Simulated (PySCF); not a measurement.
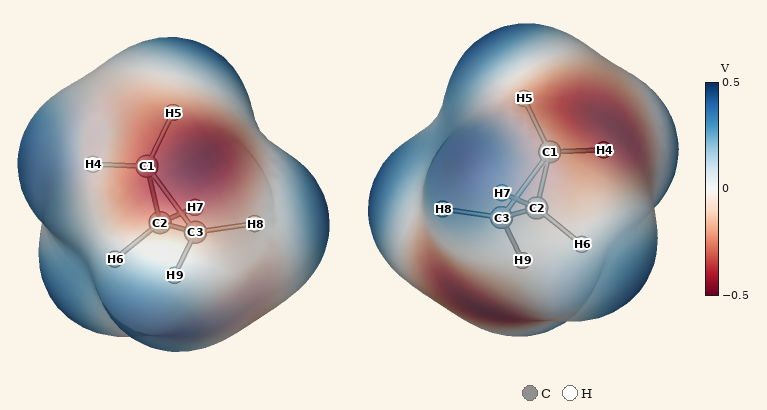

*C$_{3}$H$_{6}$, SMILES `C1CC1`. Electrostatic potential on the surface of electron density 0.001 a.u. (back view left, front view right).*

Level of theory: PBE0/def2-SVPD (PySCF), at a geometry from GFN2-xTB. No frequency check shows the geometry to be a minimum.

Q: Where are the extremes of the potential on the surface?

A: Highest: 0.43 V, 1.3 Å from H9, and at like points elsewhere. Lowest: −0.50 V, off the C1–C3 bond (2.1 Å from its atoms), and at like points elsewhere. The surface is sampled at points, so like sites can differ by a few per cent and only the strongest of them is named.
